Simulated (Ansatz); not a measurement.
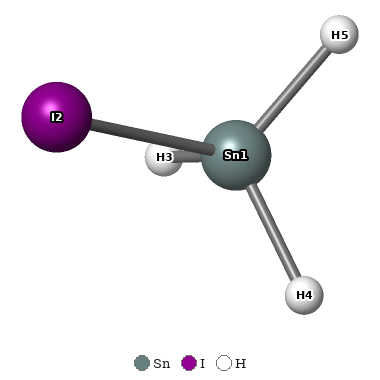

The system is H₃ISn (SMILES [SnH3][I]) with the probe H; the picture shows it without the atoms that are moved over the map. 
- The probe is moved over the molecule's main plane.
- The first coordinate is: x of the probe's H atom; the second: y of the probe's H atom.
- Nothing is relaxed (molecule and probe rigid).
- Grid: 15 × 13 points. At 21 points there is no value (left out of the scan, as a rule where atoms come close).
- Energies are in kJ/mol, from the lowest grid point.
- Energies and slopes of some neighbouring points disagree (a jump in structure or state, or too coarse a mesh).
- Theory: UKS PBE-D4/def2-SVP (Ansatz 0.2.0).

Range: x of the probe's H atom from −5.11 to 5.11 Å; y of the probe's H atom from −4.38 to 4.38 Å.

What landscape does the calculation give?

Answer. The lowest grid point is at x of the probe's H atom = 1.46 Å, y of the probe's H atom = 2.19 Å [nearest 1 H at 0.93 Å]. The highest grid point, x of the probe's H atom = 0.00 Å, y of the probe's H atom = 1.46 Å [nearest 1 H at 0.80 Å], lies 285 kJ/mol above the lowest.

| y of the probe's H atom ↓, x of the probe's H atom → | −5.11 | −4.38 | −3.65 | −2.92 | −2.19 | −1.46 | −0.73 | 0.00 | 0.73 | 1.46 | 2.19 | 2.92 | 3.65 | 4.38 | 5.11 |
| --- | --- | --- | --- | --- | --- | --- | --- | --- | --- | --- | --- | --- | --- | --- | --- |
| 4.38 | 30 | 30 | 30 | 30 | 30 | 29 | 29 | 29 | 29 | 30 | 30 | 30 | 30 | 31 | 31 |
| 3.65 | 30 | 30 | 29 | 29 | 29 | 28 | 29 | 30 | 30 | 30 | 30 | 30 | 30 | 30 | 31 |
| 2.92 | 29 | 29 | 30 | 30 | 29 | 30 | 33 | 31 | 16 | 23 | 30 | 30 | 30 | 30 | 30 |
| 2.19 | 29 | 30 | 33 | 42 | 43 | 41 | 54 | 55 | 134 | 0 | 30 | 31 | 29 | 30 | 30 |
| 1.46 | 29 | 30 | 41 | 152 | 153 | 137 | 119 | 285 | – | 96 | 35 | 31 | 29 | 29 | 30 |
| 0.73 | 29 | 24 | 186 | – | – | – | – | – | – | 249 | 39 | 30 | 28 | 29 | 30 |
| 0.00 | 30 | 23 | – | – | – | – | – | – | – | – | 43 | 28 | 28 | 29 | 30 |
| −0.73 | 29 | 24 | 186 | – | – | – | – | – | – | 246 | 40 | 29 | 28 | 29 | 30 |
| −1.46 | 29 | 30 | 42 | 152 | 154 | 112 | 78 | 199 | 216 | 86 | 39 | 30 | 29 | 29 | 30 |
| −2.19 | 29 | 30 | 33 | 43 | 43 | 34 | 35 | 47 | 55 | 44 | 33 | 29 | 29 | 30 | 30 |
| −2.92 | 29 | 29 | 30 | 30 | 30 | 28 | 29 | 31 | 33 | 32 | 30 | 29 | 30 | 30 | 30 |
| −3.65 | 30 | 30 | 29 | 29 | 29 | 28 | 28 | 29 | 29 | 29 | 29 | 30 | 30 | 30 | 31 |
| −4.38 | 30 | 30 | 30 | 30 | 30 | 29 | 29 | 29 | 29 | 30 | 30 | 30 | 30 | 31 | 31 |

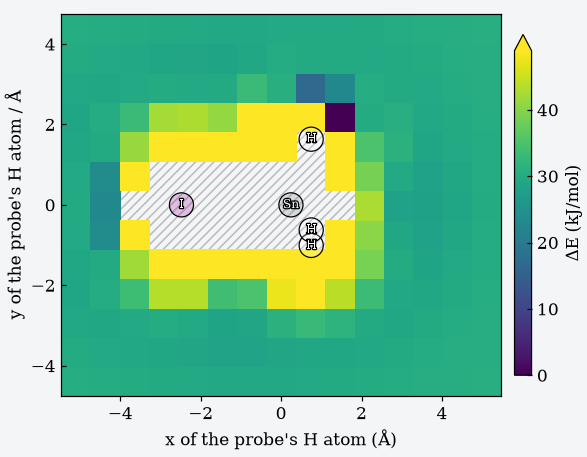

In the figure: one coloured cell a grid point, labelled circles for the molecule's atoms, projected on the plane, one colour for all values above the top of the scale, hatched blanks where no value was computed.

The whole map (174 points run) took 12 min on 1 thread of Arm Neoverse V1, on a shared host.
